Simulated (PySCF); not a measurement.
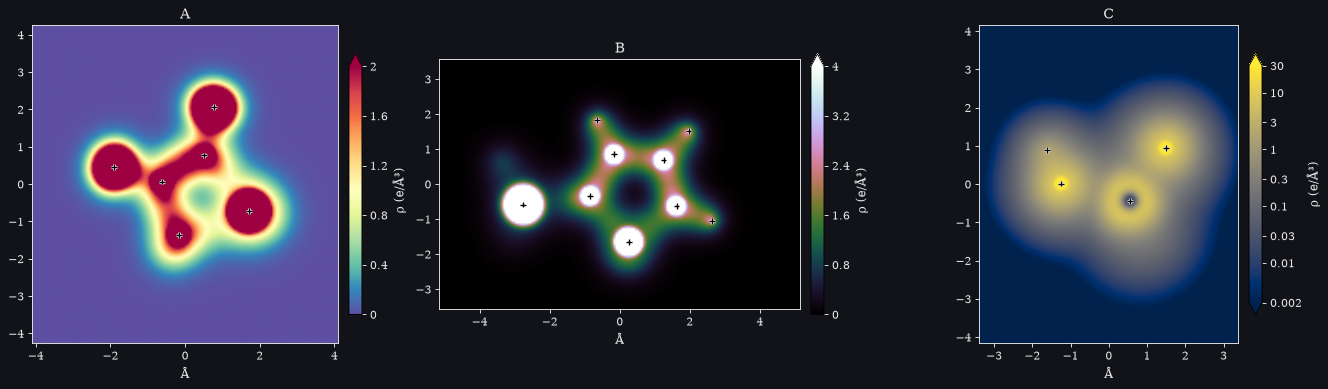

The electron density of 3 systems, each on a plane through atoms (crosses mark nuclei in the plane).

All numbers below come from PySCF 2.14.0, CAM-B3LYP/def2-SVPD, SCF density, gas phase.

System 1: C$_{4}$H$_{6}$GeS, the plane of atoms C2, C3 and C4. Geometry: PBE0-D3(BJ)/def2-SVP.

```xyz
12

Ge    2.2513   -0.1451   -0.2290
C     0.3175   -0.0656   -0.1873
C    -0.4820    0.3306    0.8634
C    -1.8729    0.2480    0.5775
C    -2.1173   -0.2105   -0.6912
S    -0.6580   -0.5369   -1.5297
H     2.7700    0.3711   -1.5818
H     2.7447   -1.5895   -0.0274
H     2.7748    0.7399    0.9140
H    -0.0799    0.6759    1.8180
H    -2.6614    0.5204    1.2805
H    -3.0802   -0.3667   -1.1766
```

System 2: H$_{2}$MoO$_{4}$ (MoO2(OH)2), the plane of atoms O2, Mo1 and O4. Geometry: PBE0-D3(BJ)/def2-SVP; core potentials replace the inner electrons of Mo.

```xyz
7

Mo    0.2599    0.0793    0.2523
O    -0.0922    0.6965    1.7675
O     1.9202   -0.0471    0.0895
O    -0.3883    1.2193   -1.0756
H    -0.9992    1.9546   -0.9463
O    -0.5209   -1.6073    0.0945
H    -0.0877   -2.3972   -0.2504
```

System 3: C$_{3}$H$_{2}$F$_{2}$Se (SMILES FC1=C(F)[Se]C1), the plane of atoms C2, C3 and Se5. Geometry: GFN2-xTB.

```yaml
atoms:
  - { symbol: F, position_ang: [0.9994, 1.7212, 0.1188] }
  - { symbol: C, position_ang: [0.4559, 0.5035, 0.0352] }
  - { symbol: C, position_ang: [1.0120, -0.7021, -0.0294] }
  - { symbol: F, position_ang: [2.2614, -1.1302, -0.0353] }
  - { symbol: Se, position_ang: [-0.6174, -1.7189, -0.1171] }
  - { symbol: C, position_ang: [-1.0147, 0.2299, -0.0058] }
  - { symbol: H, position_ang: [-1.5287, 0.6064, -0.8886] }
  - { symbol: H, position_ang: [-1.5590, 0.4996, 0.8975] }
```

Q: Match each panel to its system.

A: Panel A is system 3, C$_{3}$H$_{2}$F$_{2}$Se: the plane holds F, C and Se. C–F (1.32 Å): ρ at the midpoint is about 2.4 e/Å³. Panel B is system 1, C$_{4}$H$_{6}$GeS: the plane holds Ge, C, S and H. C–C (1.37 Å): the density is about 2.1 e/Å³ at the midpoint. Panel C is system 2, H$_{2}$MoO$_{4}$: the plane holds Mo, O and H. Mo–O (1.67 Å): ρ is about 2 e/Å³ halfway.
